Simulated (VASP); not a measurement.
Band structure of KF (rock salt). All values below come from MS2 meta-GGA, VASP's PBE PAW potentials (set 64) (plane waves; VASP).

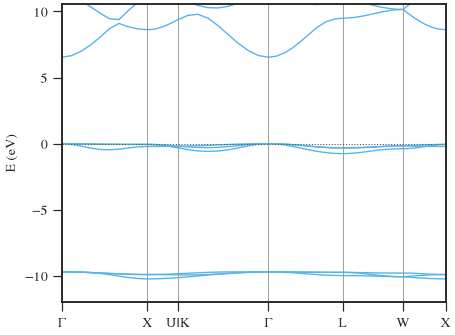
Fig. 1. Bands along high-symmetry lines, zero at the valence-band maximum or, without a gap, the Fermi level

**Question.** Read the plot: is there a gap, and where are the band edges?

**Answer.** The gap is direct, 6.54 eV, from the valence maximum at Γ to the conduction minimum at Γ.

Measured: gap 10.90 eV (computed value off by -4.36 eV), as given by David Koller et al., Journal of Physics Condensed Matter (2013), arXiv:1304.4470.

The compound is KF in the rock salt structure. The cell was not relaxed at this level.
